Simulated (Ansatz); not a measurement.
# One shape, several levels: SiH4O (Si(OH)H3)

Wanted: a comparison of 6 runs (UHF/STO-3G, BLYP/STO-3G, UPBE/STO-3G, UPBE0/STO-3G, CCSDTQ/STO-3G, CCSD(T)/STO-3G) of SiH4O (Si(OH)H3). 

Program for the calculation: Ansatz 0.2.0.

57 further runs of the same task are left out: 2 that didn't finish, 55 set aside as unsound or not needed.

## (1) Starting point

The species is SiH4O (6 atoms), meant as a singlet with charge 0. As SMILES, `[H][Si]([H])([H])O`. The O2–Si1 distance was set to 2.438 Å, away from the relaxed value.

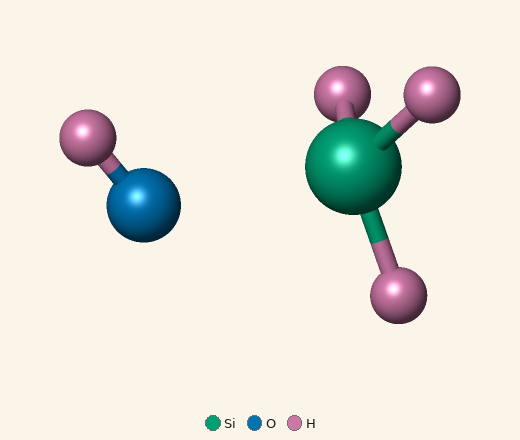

Viewed from a chosen angle; silicon teal, oxygen blue, hydrogen pink.

## (2) The energy at UHF/STO-3G (run 1)

Contents of job.yaml:

```yaml
crystal:
  periodic: [false, false, false]
  atoms:
    - {symbol: Si, position_ang: [-0.060140, -0.126500, -1.220425]}
    - {symbol: O, position_ang: [-0.059540, -0.091910, 1.217130]}
    - {symbol: H, position_ang: [0.327320, 0.620940, 1.717260]}
    - {symbol: H, position_ang: [1.312950, -0.124300, -1.729365]}
    - {symbol: H, position_ang: [-0.760580, 1.046850, -1.745705]}
    - {symbol: H, position_ang: [-0.760800, -1.371200, -1.488945]}
basis:
  gaussian: {orbitals: STO-3G}
magnetization: {spin_polarized: true, initial_magnetization: 0}
hamiltonian: {xc: hf}
accuracy: high
```

Command:

```bash
$ ansatz run job.yaml --threads 1 --pin off --max-ram 2610MiB --events-out events.jsonl --progress --plain --runs-dir runs
```

The program printed:

```text
Warning: RAYON_NUM_THREADS=1 ignored (pool sized by the plan → 1); use --threads N
Functional definition: HF
  name "HF"
  exchange = exact_x
  correlation = 0
303 factors; integrals over basis functions are off by at most 3.8e-8 eV
mean field evaluation 1: about -9834.3977 eV, gradient 2.0e1 eV
mean field evaluation 2: about -9834.4120 eV, gradient 2.0e1 eV
mean field evaluation 4: about -9839.3971 eV, gradient 9.2e-1 eV
mean field evaluation 8: about -9839.3985 eV, gradient 5.6e-5 eV
mean field evaluation 16: about -9840.8784 eV, gradient 1.7e0 eV
mean field evaluation 32: about -9840.9224 eV, gradient 9.8e-2 eV
mean field evaluation 64: about -9839.5571 eV, gradient 5.8e0 eV
mean field evaluation 96: about -9839.3985 eV, gradient 4.6e-7 eV
mean field -9840.92250191 eV, -361.6472315283 hartree, gradient 2.0e-8 eV, S^2 0.801981; 5 other end points of the search recorded, 0 dependent functions left out
reference -9840.92250191 eV, -361.6472315283 hartree; 13, 13 occupied and 5, 5 virtual orbitals, 303 factors
Total energy: -9840.92250191 eV, -361.6472315283 hartree
```

It took 0.22 s on 1 thread of Intel Xeon Platinum 8488C (Sapphire Rapids), shared host.

## (3) The energy at BLYP/STO-3G (run 2)

Contents of input.yaml:

```yaml
basis:
  gaussian:
    orbitals: STO-3G
crystal:
  periodic: [false, false, false]
  atoms:
    - {symbol: Si, position_ang: [-0.060140, -0.126500, -1.220425]}
    - {symbol: O, position_ang: [-0.059540, -0.091910, 1.217130]}
    - {symbol: H, position_ang: [0.327320, 0.620940, 1.717260]}
    - {symbol: H, position_ang: [1.312950, -0.124300, -1.729365]}
    - {symbol: H, position_ang: [-0.760580, 1.046850, -1.745705]}
    - {symbol: H, position_ang: [-0.760800, -1.371200, -1.488945]}
hamiltonian:
  xc: {name: BLYP}
accuracy: high
```

Command:

```bash
$ ansatz run input.yaml --threads 1 --pin off --max-ram 2610MiB --events-out events.jsonl --progress --plain --runs-dir runs
```

The program printed:

```text
Warning: RAYON_NUM_THREADS=1 ignored (pool sized by the plan → 1); use --threads N
Functional definition: BLYP
  name "BLYP"
  parameter beta = 0.0042
  parameter a = 0.04918
  parameter b = 0.132
  parameter c = 0.2533
  parameter d = 0.349
  exchange = b88_x(beta = beta)
  correlation = lyp_c(a = a, b = b, c = c, d = d)
303 factors; integrals over basis functions are off by at most 3.8e-8 eV
mean field evaluation 1: about -9858.6234 eV, gradient 3.4e1 eV
mean field evaluation 2: about -9732.2979 eV, gradient 9.3e1 eV
mean field evaluation 4: about -9859.4046 eV, gradient 2.7e1 eV
mean field evaluation 8: about -9860.2060 eV, gradient 2.6e1 eV
mean field evaluation 16: about -9864.2626 eV, gradient 2.7e-7 eV
mean field -9864.26263477 eV, -362.5049655903 hartree, gradient 8.5e-9 eV, S^2 0.000000; 0 other end points of the search recorded, 0 dependent functions left out
reference -9864.26267305 eV, -362.5049669972 hartree; 13, 13 occupied and 5, 5 virtual orbitals, 303 factors
Total energy: -9864.26267305 eV, -362.5049669972 hartree
```

It took 1.3 s on 1 thread of Intel Xeon Platinum 8488C (Sapphire Rapids), shared host.

Runs 3 to 4 aren't shown in full; the table further down has their settings and results.

## (4) A single-point energy at CCSDTQ/STO-3G (run 5)

Contents of molecule.yaml:

```yaml
crystal:
  periodic: [false, false, false]
  atoms:
    - {symbol: Si, position_ang: [-0.060140, -0.126500, -1.220425]}
    - {symbol: O, position_ang: [-0.059540, -0.091910, 1.217130]}
    - {symbol: H, position_ang: [0.327320, 0.620940, 1.717260]}
    - {symbol: H, position_ang: [1.312950, -0.124300, -1.729365]}
    - {symbol: H, position_ang: [-0.760580, 1.046850, -1.745705]}
    - {symbol: H, position_ang: [-0.760800, -1.371200, -1.488945]}
basis:
  gaussian:
    orbitals: STO-3G
accuracy: high
correlation:
  method: ccsdtq
  frozen_orbitals: {H: 0, O: 1, Si: 5}
scf:
  omitted_lower_state_checks: [cluster_reference, increment]
```

Command:

```bash
$ ansatz run molecule.yaml --threads 1 --pin off --max-ram 2610MiB --events-out events.jsonl --progress --plain --runs-dir runs
```

The program printed:

```text
Warning: RAYON_NUM_THREADS=1 ignored (pool sized by the plan → 1); use --threads N
[... 12 lines left out ...]
6 core orbitals not correlated: weight in the atoms' cores, before any rotation towards them, 1.000 or more for the frozen orbitals, at most 0.000 for the correlated occupied ones
[... 35 lines left out ...]
WARN: these amplitudes may be one of several solutions (largest doubles amplitude 0.40, level shift 2.15 eV)
Total energy: -9843.87522584 eV, -361.7557421314 hartree
Checks for a lower state left out: cluster_reference, increment
```

Run time: 5.7 s. Hardware: 1 thread of Intel Xeon Platinum 8488C (Sapphire Rapids), shared host; peak memory 0.13 GiB.

## (5) A single-point energy at CCSD(T)/STO-3G (run 6)

Edit input.yaml of step 3 so:

```diff
@@ -1,4 +1 @@
-basis:
-  gaussian:
-    orbitals: STO-3G
 crystal:
@@ -12,4 +9,10 @@
     - {symbol: H, position_ang: [-0.760800, -1.371200, -1.488945]}
-hamiltonian:
-  xc: {name: BLYP}
+basis:
+  gaussian:
+    orbitals: STO-3G
+correlation:
+  method: ccsd_t
+  frozen_orbitals: {H: 0, O: 1, Si: 5}
+scf:
+  omitted_lower_state_checks: [cluster_reference, increment]
 accuracy: high
```

Command:

```bash
$ ansatz run input.yaml --threads 1 --pin off --max-ram 2610MiB --events-out events.jsonl --progress --plain --runs-dir runs
```

The program printed:

```text
Warning: RAYON_NUM_THREADS=1 ignored (pool sized by the plan → 1); use --threads N
[... 12 lines left out ...]
6 core orbitals not correlated: weight in the atoms' cores, before any rotation towards them, 1.000 or more for the frozen orbitals, at most 0.000 for the correlated occupied ones
[... 29 lines left out ...]
WARN: these amplitudes may be one of several solutions (largest doubles amplitude 0.39, level shift 2.15 eV)
Total energy: -9843.86227181 eV, -361.7552660796 hartree
Checks for a lower state left out: cluster_reference, increment
```

Run time: 0.16 s. Hardware: 1 thread of Intel Xeon Platinum 8488C (Sapphire Rapids), shared host.

## (6) All runs side by side

```csv
run,level,frozen core orbitals,energy (Eh),wall time
1,UHF/STO-3G,–,-361.647232,0.22 s
2,BLYP/STO-3G,–,-362.504967,1.3 s
3,UPBE/STO-3G,–,-362.318237,3.3 s
4,UPBE0/STO-3G,–,-362.365941,2.7 s
5,CCSDTQ/STO-3G,6,-361.755742,5.7 s
6,CCSD(T)/STO-3G,6,-361.755266,0.16 s
```

## (7) Results

| quantity | value |
| --- | --- |
| run 6: total energy | -361.75527 Eh |
| run 6: correlation energy (6 core orbitals frozen) | -164.0 mEh |
| run 6: (T) correction | -2.58 mEh |
| run 6: T1 diagnostic | 0.032 |

In words: Below the UHF energy at the same shape and in the same basis (STO-3G): CCSDTQ -108.5 mEh; CCSD(T) -108.0 mEh. Some of these start from another determinant than that one, so these aren't their correlation energies. Totals of different functionals can't be ranked against each other. In run 6 the T1 diagnostic is large, so a single reference may not serve. In runs 5, 6 the log says that unrestricted orbitals would lower the reference, so the values rest on an unstable closed-shell determinant (other closed-shell runs at this shape may share the fault). In runs 1, 2, 3, 4, 5, 6 the basis is minimal, so the values are rough. Spin contamination of the reference: run 1 ⟨S²⟩ = 0.80, run 4 ⟨S²⟩ = 0.25. Where it is this large, the reference is a mixture of spin states, and values that rest on it are in doubt. All runs together took 13 s, the longest 5.7 s.
